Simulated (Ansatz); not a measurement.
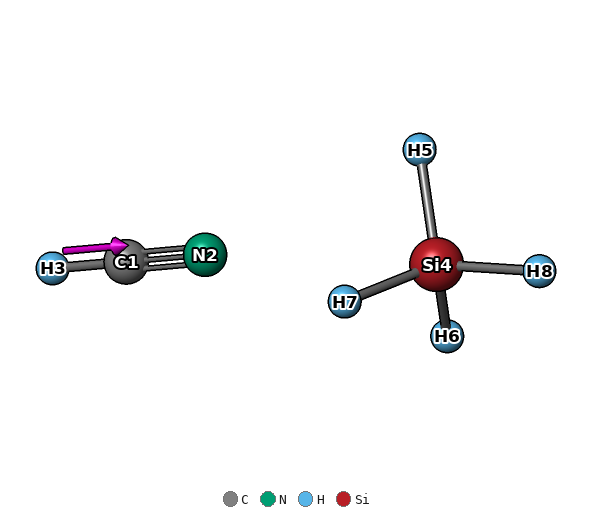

The arrows show one normal mode. Harmonic vibrations computed with RKS PBE0-D4/def2-TZVP (Ansatz 0.2.0) at a stationary point of the same level.

Q: Describe the motion.

A: Mostly C–H stretching.

Q: At what wavenumber does it lie?

A: 3457 cm⁻¹; it is mode 18 of 18 counted from the lowest.
